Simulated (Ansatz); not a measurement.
# Run report: MoHCl3F4, molecular dynamics (part 1 of 3)

- system: MoHCl3F4
- method: RHF/def2-SVP (Ansatz 0.2.0)

It belongs to a series of runs on one base structure; here: dynamics from the highest image of the converged band. Figures and captions count atoms from 1; the log counts them from 0 in places.

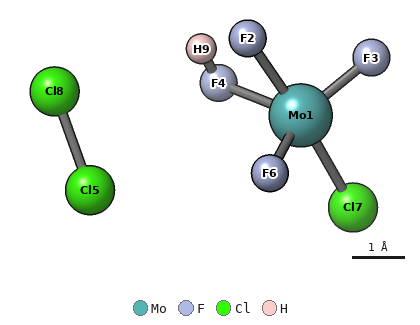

The input geometry (ball-and-stick view, seen on its broad side; atoms are numbered from 1 in the order of the input). Sticks mark near contacts. Bond lengths as drawn: Cl–Cl 2.02 Å, Cl–Mo 2.36 Å, F–H 0.94 Å and F–Mo 1.79 to 2.13 Å.

## Key numbers

| quantity | value |
| --- | --- |
| outcome | finished |
| mean temperature over the second half | 60 K |
| trajectory | 200 steps, 100 fs |
| ensemble | nve |
| temperature in the input | 100.0 K |
| time step | 0.5 fs |
| potential energy (last step) | −50168.0674 eV |
| mean-field energy (last step) | −50168.0674 eV |
| largest force (length of the vector) (last step) | 1.098 eV/Å |
| hardware | 4 threads of Arm Neoverse V1, 24 GiB of memory available, shared host |
| wall time | 9.3 min (CPU time 35 min) |
| peak memory | 0.53 GiB |

## Notes

The run takes a singlet; with an open-shell metal another spin state may lie lower. So short a trajectory is not equilibrated.

## Input file
```yaml
crystal:
  periodic: [false, false, false]
  atoms:
    - { symbol: Mo, position_ang: [0.691613, -0.261667, -0.214347] }
    - { symbol: F, position_ang: [0.467114, -0.138851, 1.738521] }
    - { symbol: F, position_ang: [2.448283, 0.047831, -0.038164] }
    - { symbol: F, position_ang: [-0.258217, 1.566396, 0.330833] }
    - { symbol: Cl, position_ang: [-3.537105, 0.299996, 0.335057] }
    - { symbol: F, position_ang: [-0.477779, -1.618181, -0.275091] }
    - { symbol: Cl, position_ang: [0.798503, -0.131031, -2.572712] }
    - { symbol: Cl, position_ang: [-3.183646, 1.297572, 2.058132] }
    - { symbol: H, position_ang: [-0.275468, 1.386532, 1.251772] }
basis:
  gaussian: { orbitals: def2-SVP }
hamiltonian:
  xc: hf
md:
  timestep: 0.5
  n_steps: 200
  ensemble: nve
  temperature: 100.0
  initial_velocities: maxwell_boltzmann
  seed: 4383
```

Launch command:
```bash
ansatz run input.yaml --threads 4 --pin off --max-ram 5120MiB --backend cpu --events-out ev --progress --plain --runs-dir out
```

## What the program printed
```
Engine: ansatz 0.2.0, aarch64-unknown-linux-gnu
Functional definition: HF
  exchange = exact_x
  correlation = 0
1486 factors; integrals over basis functions are off by at most 4.7e-4 eV
mean field evaluation 1: about -50159.9903 eV, gradient 5.9e1 eV
mean field evaluation 2: about -50160.2983 eV, gradient 5.9e1 eV
mean field evaluation 4: about -50167.8392 eV, gradient 5.4e0 eV
mean field evaluation 8: about -50168.0494 eV, gradient 9.2e-1 eV
mean field evaluation 16: about -50168.1154 eV, gradient 1.3e-5 eV
mean field evaluation 32: about -50165.0884 eV, gradient 1.2e1 eV
mean field evaluation 64: about -50156.7473 eV, gradient 6.6e0 eV
mean field evaluation 96: about -50165.9621 eV, gradient 7.8e-1 eV
mean field -50168.11542137 eV, -1843.6442365655 hartree, gradient 1.4e-5 eV, S^2 0.000000; 0 other end points of the search recorded, 0 dependent functions left out
the calculation of the forces begins
reference -50168.11542137 eV, -1843.6442365655 hartree; 51, 51 occupied and 95, 95 virtual orbitals, 1486 factors
md step     0: t =     0.00 fs  T =   100.0 K  F+E_penalty+E_count = -50168.11542137 eV  E_kin = 0.090482 eV  conserved = -50168.02493938 eV  (184 SCF iters)
these checks for a lower state are left out or cut short: starts, cluster_reference, orbital_swaps, neighbouring_geometries, increment
1486 factors; integrals over basis functions are off by at most 4.6e-4 eV
mean field evaluation 128: about -50168.1147 eV, gradient 2.0e-2 eV
mean field -50168.11466202 eV, -1843.6442086596 hartree, gradient 2.0e-5 eV, S^2 0.000000; 0 other end points of the search recorded, 0 dependent functions left out
the calculation of the forces begins
reference -50168.11466202 eV, -1843.6442086596 hartree; 51, 51 occupied and 95, 95 virtual orbitals, 1486 factors
md step     1: t =     0.50 fs  T =    99.2 K  F+E_penalty+E_count = -50168.11466202 eV  E_kin = 0.089740 eV  conserved = -50168.02492159 eV  (78 SCF iters)
[... from here on the SCF iterations and repeated set-up lines of each step are left out, up to the last step ...]
md step     2: t =     1.00 fs  T =    96.7 K  F+E_penalty+E_count = -50168.11236617 eV  E_kin = 0.087501 eV  conserved = -50168.02486487 eV  (80 SCF iters)
md step     3: t =     1.50 fs  T =    93.5 K  F+E_penalty+E_count = -50168.10942121 eV  E_kin = 0.084623 eV  conserved = -50168.02479777 eV  (80 SCF iters)
md step     4: t =     2.00 fs  T =    90.7 K  F+E_penalty+E_count = -50168.10686255 eV  E_kin = 0.082104 eV  conserved = -50168.02475861 eV  (79 SCF iters)
md step     5: t =     2.50 fs  T =    89.0 K  F+E_penalty+E_count = -50168.10528938 eV  E_kin = 0.080518 eV  conserved = -50168.02477124 eV  (79 SCF iters)
md step     6: t =     3.00 fs  T =    88.1 K  F+E_penalty+E_count = -50168.10450936 eV  E_kin = 0.079682 eV  conserved = -50168.02482689 eV  (79 SCF iters)
md step     7: t =     3.50 fs  T =    87.1 K  F+E_penalty+E_count = -50168.10367071 eV  E_kin = 0.078780 eV  conserved = -50168.02489063 eV  (81 SCF iters)
md step     8: t =     4.00 fs  T =    85.0 K  F+E_penalty+E_count = -50168.10179345 eV  E_kin = 0.076869 eV  conserved = -50168.02492458 eV  (78 SCF iters)
md step     9: t =     4.50 fs  T =    81.2 K  F+E_penalty+E_count = -50168.09834633 eV  E_kin = 0.073435 eV  conserved = -50168.02491093 eV  (79 SCF iters)
md step    10: t =     5.00 fs  T =    75.9 K  F+E_penalty+E_count = -50168.09352758 eV  E_kin = 0.068669 eV  conserved = -50168.02485843 eV  (80 SCF iters)
md step    11: t =     5.50 fs  T =    70.0 K  F+E_penalty+E_count = -50168.08814371 eV  E_kin = 0.063351 eV  conserved = -50168.02479275 eV  (78 SCF iters)
md step    12: t =     6.00 fs  T =    64.6 K  F+E_penalty+E_count = -50168.08321447 eV  E_kin = 0.058472 eV  conserved = -50168.02474269 eV  (78 SCF iters)
md step    13: t =     6.50 fs  T =    60.6 K  F+E_penalty+E_count = -50168.07952105 eV  E_kin = 0.054793 eV  conserved = -50168.02472842 eV  (78 SCF iters)
md step    14: t =     7.00 fs  T =    58.1 K  F+E_penalty+E_count = -50168.07728666 eV  E_kin = 0.052532 eV  conserved = -50168.02475487 eV  (78 SCF iters)
md step    15: t =     7.50 fs  T =    56.7 K  F+E_penalty+E_count = -50168.07610003 eV  E_kin = 0.051290 eV  conserved = -50168.02480987 eV  (81 SCF iters)
md step    16: t =     8.00 fs  T =    55.5 K  F+E_penalty+E_count = -50168.07511105 eV  E_kin = 0.050244 eV  conserved = -50168.02486737 eV  (79 SCF iters)
md step    17: t =     8.50 fs  T =    53.7 K  F+E_penalty+E_count = -50168.07344344 eV  E_kin = 0.048547 eV  conserved = -50168.02489653 eV  (82 SCF iters)
md step    18: t =     9.00 fs  T =    50.6 K  F+E_penalty+E_count = -50168.07067218 eV  E_kin = 0.045795 eV  conserved = -50168.02487672 eV  (81 SCF iters)
md step    19: t =     9.50 fs  T =    46.8 K  F+E_penalty+E_count = -50168.06713044 eV  E_kin = 0.042318 eV  conserved = -50168.02481291 eV  (78 SCF iters)
md step    20: t =    10.00 fs  T =    43.2 K  F+E_penalty+E_count = -50168.06382049 eV  E_kin = 0.039082 eV  conserved = -50168.02473817 eV  (79 SCF iters)
md step    21: t =    10.50 fs  T =    41.1 K  F+E_penalty+E_count = -50168.06189576 eV  E_kin = 0.037198 eV  conserved = -50168.02469745 eV  (77 SCF iters)
md step    22: t =    11.00 fs  T =    41.2 K  F+E_penalty+E_count = -50168.06198020 eV  E_kin = 0.037263 eV  conserved = -50168.02471672 eV  (80 SCF iters)
md step    23: t =    11.50 fs  T =    43.1 K  F+E_penalty+E_count = -50168.06377856 eV  E_kin = 0.038995 eV  conserved = -50168.02478375 eV  (77 SCF iters)
md step    24: t =    12.00 fs  T =    45.8 K  F+E_penalty+E_count = -50168.06626000 eV  E_kin = 0.041403 eV  conserved = -50168.02485715 eV  (80 SCF iters)
md step    25: t =    12.50 fs  T =    47.9 K  F+E_penalty+E_count = -50168.06828142 eV  E_kin = 0.043385 eV  conserved = -50168.02489621 eV  (81 SCF iters)
md step    26: t =    13.00 fs  T =    49.0 K  F+E_penalty+E_count = -50168.06921635 eV  E_kin = 0.044332 eV  conserved = -50168.02488440 eV  (79 SCF iters)
md step    27: t =    13.50 fs  T =    49.1 K  F+E_penalty+E_count = -50168.06922106 eV  E_kin = 0.044387 eV  conserved = -50168.02483398 eV  (79 SCF iters)
md step    28: t =    14.00 fs  T =    48.9 K  F+E_penalty+E_count = -50168.06905849 eV  E_kin = 0.044285 eV  conserved = -50168.02477395 eV  (80 SCF iters)
md step    29: t =    14.50 fs  T =    49.6 K  F+E_penalty+E_count = -50168.06965390 eV  E_kin = 0.044920 eV  conserved = -50168.02473379 eV  (80 SCF iters)
md step    30: t =    15.00 fs  T =    51.8 K  F+E_penalty+E_count = -50168.07163152 eV  E_kin = 0.046900 eV  conserved = -50168.02473181 eV  (81 SCF iters)
md step    31: t =    15.50 fs  T =    55.5 K  F+E_penalty+E_count = -50168.07502188 eV  E_kin = 0.050252 eV  conserved = -50168.02476971 eV  (79 SCF iters)
md step    32: t =    16.00 fs  T =    60.1 K  F+E_penalty+E_count = -50168.07923234 eV  E_kin = 0.054400 eV  conserved = -50168.02483259 eV  (81 SCF iters)
md step    33: t =    16.50 fs  T =    64.5 K  F+E_penalty+E_count = -50168.08328330 eV  E_kin = 0.058390 eV  conserved = -50168.02489364 eV  (79 SCF iters)
md step    34: t =    17.00 fs  T =    67.8 K  F+E_penalty+E_count = -50168.08623137 eV  E_kin = 0.061308 eV  conserved = -50168.02492384 eV  (79 SCF iters)
md step    35: t =    17.50 fs  T =    69.3 K  F+E_penalty+E_count = -50168.08761762 eV  E_kin = 0.062711 eV  conserved = -50168.02490644 eV  (80 SCF iters)
md step    36: t =    18.00 fs  T =    69.5 K  F+E_penalty+E_count = -50168.08771911 eV  E_kin = 0.062870 eV  conserved = -50168.02484918 eV  (80 SCF iters)
md step    37: t =    18.50 fs  T =    69.2 K  F+E_penalty+E_count = -50168.08742092 eV  E_kin = 0.062636 eV  conserved = -50168.02478443 eV  (82 SCF iters)
md step    38: t =    19.00 fs  T =    69.6 K  F+E_penalty+E_count = -50168.08771488 eV  E_kin = 0.062963 eV  conserved = -50168.02475203 eV  (81 SCF iters)
md step    39: t =    19.50 fs  T =    71.1 K  F+E_penalty+E_count = -50168.08909447 eV  E_kin = 0.064321 eV  conserved = -50168.02477299 eV  (80 SCF iters)
md step    40: t =    20.00 fs  T =    73.4 K  F+E_penalty+E_count = -50168.09123946 eV  E_kin = 0.066405 eV  conserved = -50168.02483425 eV  (79 SCF iters)
md step    41: t =    20.50 fs  T =    75.5 K  F+E_penalty+E_count = -50168.09320885 eV  E_kin = 0.068310 eV  conserved = -50168.02489929 eV  (77 SCF iters)
md step    42: t =    21.00 fs  T =    76.3 K  F+E_penalty+E_count = -50168.09399439 eV  E_kin = 0.069062 eV  conserved = -50168.02493270 eV  (89 SCF iters)
md step    43: t =    21.50 fs  T =    75.3 K  F+E_penalty+E_count = -50168.09306272 eV  E_kin = 0.068142 eV  conserved = -50168.02492063 eV  (80 SCF iters)
md step    44: t =    22.00 fs  T =    72.6 K  F+E_penalty+E_count = -50168.09057987 eV  E_kin = 0.065706 eV  conserved = -50168.02487341 eV  (218 SCF iters)
md step    45: t =    22.50 fs  T =    69.0 K  F+E_penalty+E_count = -50168.08726463 eV  E_kin = 0.062449 eV  conserved = -50168.02481523 eV  (76 SCF iters)
md step    46: t =    23.00 fs  T =    65.5 K  F+E_penalty+E_count = -50168.08401807 eV  E_kin = 0.059247 eV  conserved = -50168.02477097 eV  (81 SCF iters)
md step    47: t =    23.50 fs  T =    62.7 K  F+E_penalty+E_count = -50168.08153214 eV  E_kin = 0.056775 eV  conserved = -50168.02475696 eV  (77 SCF iters)
md step    48: t =    24.00 fs  T =    61.1 K  F+E_penalty+E_count = -50168.08002786 eV  E_kin = 0.055251 eV  conserved = -50168.02477683 eV  (77 SCF iters)
md step    49: t =    24.50 fs  T =    60.1 K  F+E_penalty+E_count = -50168.07919543 eV  E_kin = 0.054374 eV  conserved = -50168.02482175 eV  (82 SCF iters)
md step    50: t =    25.00 fs  T =    59.1 K  F+E_penalty+E_count = -50168.07834060 eV  E_kin = 0.053469 eV  conserved = -50168.02487179 eV  (78 SCF iters)
md step    51: t =    25.50 fs  T =    57.2 K  F+E_penalty+E_count = -50168.07669508 eV  E_kin = 0.051792 eV  conserved = -50168.02490289 eV  (82 SCF iters)
md step    52: t =    26.00 fs  T =    54.0 K  F+E_penalty+E_count = -50168.07378847 eV  E_kin = 0.048891 eV  conserved = -50168.02489709 eV  (78 SCF iters)
md step    53: t =    26.50 fs  T =    49.6 K  F+E_penalty+E_count = -50168.06972732 eV  E_kin = 0.044875 eV  conserved = -50168.02485194 eV  (78 SCF iters)
md step    54: t =    27.00 fs  T =    44.7 K  F+E_penalty+E_count = -50168.06522380 eV  E_kin = 0.040438 eV  conserved = -50168.02478615 eV  (80 SCF iters)
md step    55: t =    27.50 fs  T =    40.4 K  F+E_penalty+E_count = -50168.06129961 eV  E_kin = 0.036567 eV  conserved = -50168.02473271 eV  (80 SCF iters)
md step    56: t =    28.00 fs  T =    37.6 K  F+E_penalty+E_count = -50168.05877934 eV  E_kin = 0.034059 eV  conserved = -50168.02472015 eV  (78 SCF iters)
md step    57: t =    28.50 fs  T =    36.6 K  F+E_penalty+E_count = -50168.05785808 eV  E_kin = 0.033104 eV  conserved = -50168.02475382 eV  (78 SCF iters)
md step    58: t =    29.00 fs  T =    36.7 K  F+E_penalty+E_count = -50168.05801974 eV  E_kin = 0.033207 eV  conserved = -50168.02481245 eV  (78 SCF iters)
md step    59: t =    29.50 fs  T =    37.0 K  F+E_penalty+E_count = -50168.05835802 eV  E_kin = 0.033495 eV  conserved = -50168.02486265 eV  (83 SCF iters)
md step    60: t =    30.00 fs  T =    36.7 K  F+E_penalty+E_count = -50168.05808595 eV  E_kin = 0.033207 eV  conserved = -50168.02487932 eV  (78 SCF iters)
md step    61: t =    30.50 fs  T =    35.4 K  F+E_penalty+E_count = -50168.05692764 eV  E_kin = 0.032070 eV  conserved = -50168.02485727 eV  (83 SCF iters)
md step    62: t =    31.00 fs  T =    33.6 K  F+E_penalty+E_count = -50168.05520894 eV  E_kin = 0.030399 eV  conserved = -50168.02480973 eV  (81 SCF iters)
md step    63: t =    31.50 fs  T =    31.9 K  F+E_penalty+E_count = -50168.05366066 eV  E_kin = 0.028902 eV  conserved = -50168.02475888 eV  (81 SCF iters)
md step    64: t =    32.00 fs  T =    31.3 K  F+E_penalty+E_count = -50168.05307382 eV  E_kin = 0.028348 eV  conserved = -50168.02472584 eV  (77 SCF iters)
md step    65: t =    32.50 fs  T =    32.3 K  F+E_penalty+E_count = -50168.05396507 eV  E_kin = 0.029241 eV  conserved = -50168.02472373 eV  (81 SCF iters)
md step    66: t =    33.00 fs  T =    34.9 K  F+E_penalty+E_count = -50168.05636658 eV  E_kin = 0.031612 eV  conserved = -50168.02475420 eV  (81 SCF iters)
md step    67: t =    33.50 fs  T =    38.7 K  F+E_penalty+E_count = -50168.05980027 eV  E_kin = 0.034994 eV  conserved = -50168.02480666 eV  (82 SCF iters)
md step    68: t =    34.00 fs  T =    42.6 K  F+E_penalty+E_count = -50168.06344885 eV  E_kin = 0.038588 eV  conserved = -50168.02486043 eV  (82 SCF iters)
md step    69: t =    34.50 fs  T =    46.0 K  F+E_penalty+E_count = -50168.06648408 eV  E_kin = 0.041593 eV  conserved = -50168.02489103 eV  (81 SCF iters)
md step    70: t =    35.00 fs  T =    48.1 K  F+E_penalty+E_count = -50168.06844611 eV  E_kin = 0.043565 eV  conserved = -50168.02488134 eV  (82 SCF iters)
md step    71: t =    35.50 fs  T =    49.4 K  F+E_penalty+E_count = -50168.06950029 eV  E_kin = 0.044667 eV  conserved = -50168.02483320 eV  (90 SCF iters)
md step    72: t =    36.00 fs  T =    50.4 K  F+E_penalty+E_count = -50168.07039546 eV  E_kin = 0.045624 eV  conserved = -50168.02477182 eV  (81 SCF iters)
md step    73: t =    36.50 fs  T =    52.3 K  F+E_penalty+E_count = -50168.07207113 eV  E_kin = 0.047337 eV  conserved = -50168.02473457 eV  (80 SCF iters)
md step    74: t =    37.00 fs  T =    55.6 K  F+E_penalty+E_count = -50168.07509252 eV  E_kin = 0.050346 eV  conserved = -50168.02474688 eV  (81 SCF iters)
md step    75: t =    37.50 fs  T =    60.2 K  F+E_penalty+E_count = -50168.07926780 eV  E_kin = 0.054464 eV  conserved = -50168.02480423 eV  (81 SCF iters)
md step    76: t =    38.00 fs  T =    65.0 K  F+E_penalty+E_count = -50168.08371886 eV  E_kin = 0.058844 eV  conserved = -50168.02487472 eV  (81 SCF iters)
md step    77: t =    38.50 fs  T =    69.0 K  F+E_penalty+E_count = -50168.08736723 eV  E_kin = 0.062447 eV  conserved = -50168.02492018 eV  (81 SCF iters)
md step    78: t =    39.00 fs  T =    71.4 K  F+E_penalty+E_count = -50168.08951410 eV  E_kin = 0.064594 eV  conserved = -50168.02491972 eV  (76 SCF iters)
md step    79: t =    39.50 fs  T =    72.2 K  F+E_penalty+E_count = -50168.09016656 eV  E_kin = 0.065289 eV  conserved = -50168.02487806 eV  (77 SCF iters)
md step    80: t =    40.00 fs  T =    72.0 K  F+E_penalty+E_count = -50168.08997229 eV  E_kin = 0.065154 eV  conserved = -50168.02481807 eV  (78 SCF iters)
md step    81: t =    40.50 fs  T =    71.9 K  F+E_penalty+E_count = -50168.08986109 eV  E_kin = 0.065092 eV  conserved = -50168.02476918 eV  (78 SCF iters)
md step    82: t =    41.00 fs  T =    72.8 K  F+E_penalty+E_count = -50168.09059368 eV  E_kin = 0.065840 eV  conserved = -50168.02475349 eV  (79 SCF iters)
md step    83: t =    41.50 fs  T =    74.8 K  F+E_penalty+E_count = -50168.09241507 eV  E_kin = 0.067637 eV  conserved = -50168.02477829 eV  (78 SCF iters)
md step    84: t =    42.00 fs  T =    77.5 K  F+E_penalty+E_count = -50168.09493475 eV  E_kin = 0.070100 eV  conserved = -50168.02483440 eV  (78 SCF iters)
md step    85: t =    42.50 fs  T =    80.0 K  F+E_penalty+E_count = -50168.09727542 eV  E_kin = 0.072378 eV  conserved = -50168.02489772 eV  (77 SCF iters)
md step    86: t =    43.00 fs  T =    81.3 K  F+E_penalty+E_count = -50168.09845698 eV  E_kin = 0.073520 eV  conserved = -50168.02493700 eV  (78 SCF iters)
```
